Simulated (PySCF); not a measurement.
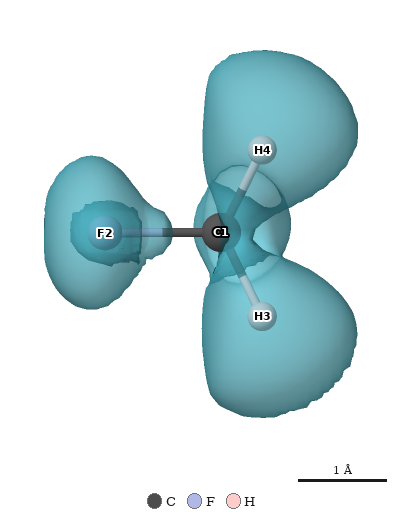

The picture shows: CH2F (SMILES [CH2]F) (doublet). Isosurface of the ELF at 0.75 (cyan), seen across its widest extent. Core shells and regions of very low density are left out.

Geometry: GFN2-xTB.

The calculation used UKS B3LYP, pcH-1 on C F H, non-relativistic, mean-field spin-orbit, GIAO (PySCF).

Q: Describe the localisation domains.

A: At this value the surface marks out one region on F in which the atom's valence shell and bonds are merged and one joined region spread over several atoms (C, H), in which their bonds and any lone pairs are merged. Along the contacts the grid gives the following. C–F (1.33 Å): the ELF peaks at about 0.85 between the atoms, as expected for a shared but strongly polarised pair. C–H (1.07 Å): the ELF climbs to about 1 towards the hydrogen, as it does in any bond to H; an ordinary covalent bond to hydrogen.
